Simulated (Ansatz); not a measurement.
# ClGeH₆NSi₂: basis-set convergence

How large a basis does ClGeH₆NSi₂ need? Two functionals are run in growing sets.

Method: one geometry, several basis sets; program: Ansatz 0.2.0, Gaussian basis.

Plan: PBE0-D4/def2-SVP; ωB97M-V/def2-SVP; PBE0-D4/def2-QZVPP; ωB97M-V/def2-QZVPP; the functionals' def2-TZVPP values are taken from earlier runs.

### Step 1. Structure used throughout

An earlier PBE0-D4 in a triple-zeta def2 set relaxation fixed the geometry.

SMILES `[SiH3][N]([SiH3])[Ge][Cl]`, 11 atoms, charge 0, spin multiplicity 1.

Atoms are counted from 1 here; the program's logs count them from 0.

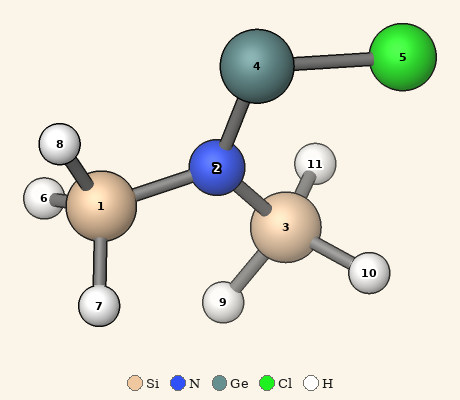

The structure; silicon light orange, nitrogen blue, germanium teal, chlorine green, hydrogen white; atoms are numbered from 1 in the order of the file.

### Step 2. PBE0-D4 in def2-SVP

Input file in.yaml:

```yaml
crystal:
  periodic: [false, false, false]
  atoms:
    - {symbol: Si, position_ang: [0.881863, 1.470943, -0.169038]}
    - {symbol: N, position_ang: [0.009890, -0.012926, -0.455106]}
    - {symbol: Si, position_ang: [-0.556969, -0.915743, 0.938264]}
    - {symbol: Ge, position_ang: [-0.237698, -0.507336, -2.215658]}
    - {symbol: Cl, position_ang: [-1.345112, -2.385604, -1.840530]}
    - {symbol: H, position_ang: [0.043935, 2.457167, 0.559953]}
    - {symbol: H, position_ang: [2.120132, 1.225386, 0.613766]}
    - {symbol: H, position_ang: [1.243995, 2.022794, -1.504309]}
    - {symbol: H, position_ang: [-0.131150, -0.123690, 2.127535]}
    - {symbol: H, position_ang: [0.070251, -2.255982, 1.013963]}
    - {symbol: H, position_ang: [-2.033837, -1.032009, 0.951858]}
basis:
  gaussian: {orbitals: def2-SVP}
hamiltonian: {xc: pbe0, dispersion: d4}
output: {orbitals: {seedname: orbitals}}
```

Launch:

```bash
ansatz run in.yaml --threads 4 --pin off --events-out ev --progress --plain --max-ram 11315MiB
```

The log of the run:

```text
Functional definition: PBE0
  name "PBE0"
  cite "Adamo & Barone, J. Chem. Phys. 110, 6158 (1999) doi:10.1063/1.478522"
  cite "Perdew, Burke & Ernzerhof, Phys. Rev. Lett. 77, 3865 (1996) doi:10.1103/PhysRevLett.77.3865"
  parent pbe
  parameter a = 0.25
  parameter kappa = 0.804
  parameter beta = 0.06672455060314922
  exchange = (1 - a)*pbe_x(kappa = kappa, mu = beta*pi^2/3) + a*exact_x
  correlation = pbe_c(beta = beta)
1254 factors; integrals over basis functions are off by at most 1.2e-3 eV
mean field evaluation 1: about -86343.5026 eV, gradient 5.3e1 eV
mean field evaluation 2: about -86316.1723 eV, gradient 1.1e2 eV
mean field evaluation 4: about -86349.2642 eV, gradient 5.6e0 eV
mean field evaluation 8: about -86349.4112 eV, gradient 5.0e-1 eV
mean field evaluation 16: about -86349.4119 eV, gradient 1.1e-4 eV
mean field -86349.41189778 eV, -3173.2823575098 hartree, gradient 1.9e-5 eV, S^2 0.000000; 0 other end points of the search recorded, 0 dependent functions left out
reference -86349.41192795 eV, -3173.2823586184 hartree; 45, 45 occupied and 85, 85 virtual orbitals, 1254 factors
Total energy: -86349.75016138 eV, -3173.2947884680 hartree
```

Run time: 0.8 s. Hardware: 4 threads of AMD EPYC 9R45, shared host; peak memory 0.35 GiB.

### Step 3. ωB97M-V in def2-SVP

in.yaml: that of step 2 with these lines changed.

```diff
@@ -16,3 +16,3 @@
   gaussian: {orbitals: def2-SVP}
-hamiltonian: {xc: pbe0, dispersion: d4}
+hamiltonian: {xc: {name: wB97M-V}}
 output: {orbitals: {seedname: orbitals}}
```

Same command.

The log of the run (excerpt; [...] marks lines left out):

```text
Functional definition: wB97M-V
  name "wB97M-V"
  cite "Mardirossian & Head-Gordon, J. Chem. Phys. 144, 214110 (2016) doi:10.1063/1.4952647"
  cite "Becke, J. Chem. Phys. 107, 8554 (1997) doi:10.1063/1.475007"
  cite "Vydrov & Van Voorhis, J. Chem. Phys. 133, 244103 (2010) doi:10.1063/1.3521275"
  # Of w^i u^j: cxij and so on, Table III.
[...]
  gx(w, u) = 1 - cx + cx01*u + cx10*w
  gss(w, u) = css00 + css04*u^4 + css10*w + css20*w^2 + css43*w^4*u^3
  gos(w, u) = cos00 + cos10*w + (cos20 + cos21*u)*w^2 + (cos60 + cos61*u)*w^6
[...]
      + integral(e_c_pw_mod_opposite_spin*gos(b97_w_opposite, b97_u_opposite)) + vv10(b, c)
1254 factors; integrals over basis functions are off by at most 1.2e-3 eV
401 factors; integrals over basis functions are off by at most 6.0e-6 eV
[...]
mean field -86363.63756382 eV, -3173.8051410944 hartree, gradient 8.5e-5 eV, S^2 0.000000; 0 other end points of the search recorded, 0 dependent functions left out
reference -86363.63761130 eV, -3173.8051428392 hartree; 45, 45 occupied and 85, 85 virtual orbitals, 1254 factors
Total energy: -86363.63761130 eV, -3173.8051428392 hartree
```

Run time: 2.7 s. Hardware: 4 threads of AMD EPYC 9R45, shared host; peak memory 0.52 GiB.

### Step 4. PBE0-D4 in def2-QZVPP

in.yaml: that of step 3 with these lines changed.

```diff
@@ -15,4 +15,4 @@
 basis:
-  gaussian: {orbitals: def2-SVP}
-hamiltonian: {xc: {name: wB97M-V}}
+  gaussian: {orbitals: "def2-QZVPP.json"}
+hamiltonian: {xc: pbe0, dispersion: d4}
 output: {orbitals: {seedname: orbitals}}
```

Same command.

The log of the run:

```text
Functional definition: PBE0
  name "PBE0"
  cite "Adamo & Barone, J. Chem. Phys. 110, 6158 (1999) doi:10.1063/1.478522"
  cite "Perdew, Burke & Ernzerhof, Phys. Rev. Lett. 77, 3865 (1996) doi:10.1103/PhysRevLett.77.3865"
  parent pbe
  parameter a = 0.25
  parameter kappa = 0.804
  parameter beta = 0.06672455060314922
  exchange = (1 - a)*pbe_x(kappa = kappa, mu = beta*pi^2/3) + a*exact_x
  correlation = pbe_c(beta = beta)
2227 factors; their error is unknown
mean field evaluation 1: about -86361.4799 eV, gradient 6.8e1 eV
mean field evaluation 2: about -86315.6986 eV, gradient 1.4e2 eV
mean field evaluation 4: about -86370.2184 eV, gradient 8.6e0 eV
mean field evaluation 8: about -86370.3635 eV, gradient 2.4e-1 eV
mean field evaluation 16: about -86370.5303 eV, gradient 6.8e-5 eV
mean field -86370.53027243 eV, -3174.0584434637 hartree, gradient 7.3e-5 eV, S^2 0.000000; 0 other end points of the search recorded, 0 dependent functions left out
reference -86370.53031683 eV, -3174.0584450955 hartree; 45, 45 occupied and 491, 491 virtual orbitals, 2227 factors
Total energy: -86370.86855027 eV, -3174.0708749451 hartree
```

Wall time 6.5 s (4 threads of AMD EPYC 9R45, shared host); peak memory 3.2 GiB.

### Step 5. ωB97M-V in def2-QZVPP

in.yaml: that of step 4 with these lines changed.

```diff
@@ -16,3 +16,3 @@
   gaussian: {orbitals: "def2-QZVPP.json"}
-hamiltonian: {xc: pbe0, dispersion: d4}
+hamiltonian: {xc: {name: wB97M-V}}
 output: {orbitals: {seedname: orbitals}}
```

Launched as before.

The log of the run (excerpt; [...] marks lines left out):

```text
Functional definition: wB97M-V
  name "wB97M-V"
  cite "Mardirossian & Head-Gordon, J. Chem. Phys. 144, 214110 (2016) doi:10.1063/1.4952647"
  cite "Becke, J. Chem. Phys. 107, 8554 (1997) doi:10.1063/1.475007"
  cite "Vydrov & Van Voorhis, J. Chem. Phys. 133, 244103 (2010) doi:10.1063/1.3521275"
  # Of w^i u^j: cxij and so on, Table III.
[...]
  gx(w, u) = 1 - cx + cx01*u + cx10*w
  gss(w, u) = css00 + css04*u^4 + css10*w + css20*w^2 + css43*w^4*u^3
  gos(w, u) = cos00 + cos10*w + (cos20 + cos21*u)*w^2 + (cos60 + cos61*u)*w^6
[...]
      + integral(e_c_pw_mod_opposite_spin*gos(b97_w_opposite, b97_u_opposite)) + vv10(b, c)
2159 factors; their error is unknown
447 factors; integrals over basis functions are off by at most 3.3e-5 eV
[...]
mean field -86384.68854928 eV, -3174.5787505410 hartree, gradient 1.5e-5 eV, S^2 0.000000; 0 other end points of the search recorded, 0 dependent functions left out
reference -86384.68862086 eV, -3174.5787531717 hartree; 45, 45 occupied and 491, 491 virtual orbitals, 2159 factors
Total energy: -86384.68862086 eV, -3174.5787531717 hartree
```

Wall time 14 s (4 threads of AMD EPYC 9R45, shared host); peak memory 3.2 GiB.

### Step 6. Density functionals: the series

The def2-TZVPP values come from earlier runs at the same geometry.

```tsv
functional	basis	functions	energy (eV)	from the largest (eV)	HOMO (eV)	LUMO (eV)
PBE0-D4	def2-SVP	130	-86349.7502	21.118	-7.66	-2.27
PBE0-D4	def2-TZVPP	289	-86368.6355	2.233	-7.73	-2.37
PBE0-D4	def2-QZVPP	536	-86370.8686	0.000	-7.76	-2.42
ωB97M-V	def2-SVP	130	-86363.6376	21.051	-9.75	-0.32
ωB97M-V	def2-TZVPP	289	-86382.5606	2.128	-9.86	-0.47
ωB97M-V	def2-QZVPP	536	-86384.6886	0.000	-9.90	-0.58
```

### Step 7. Results

```
                                       quantity           value
PBE0-D4: double and triple zeta above quadruple  21.12, 2.23 eV
ωB97M-V: double and triple zeta above quadruple  21.05, 2.13 eV
```

For PBE0-D4 the step from double to triple zeta gains 18.89 eV and the next only 2.23 eV. These are total energies; as a rule much of such shifts cancels in differences, which this series doesn't test.

For PBE0-D4 the largest set took about 8 times as long as the smallest (6.5 s against 0.8 s).
